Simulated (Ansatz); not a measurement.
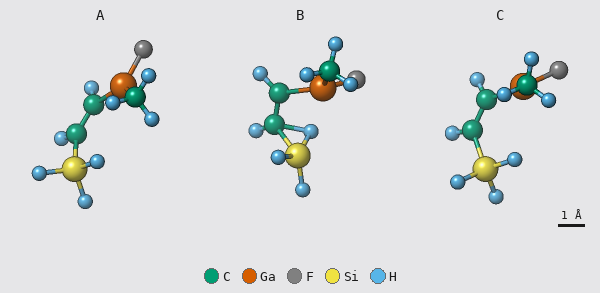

3 geometries from a converged minimum-energy path of C₃H₈FGaSi, shuffled. Style: ball-and-stick. Shown from a free direction.

The calculation used RHF/def2-SVP (Ansatz). Run with 7 movable images; climbing image; force threshold 0.05 eV/Å; iteration limit 60; starting path through a guess of the saddle point.

Which of them lies highest in energy?

Answer. B. In order along the path, whose images run from 0 to 8: A (image 0, 0.00 eV), C (image 2, +0.02 eV), B (image 5, +3.67 eV). Breaking: C–Si (1.88 → 2.47 Å), H–Si (1.48 → 2.81 Å). Forming: C–H (2.78 → 1.08 Å), Ga–Si (3.81 → 2.57 Å).

Limits of the set-up: Hartree-Fock leaves out electron correlation.

Cost: 12 min on 2 threads of Intel(R) Xeon(R) CPU @ 2.80GHz (Skylake/Cascade Lake) (shared host), peak memory 0.47 GiB.
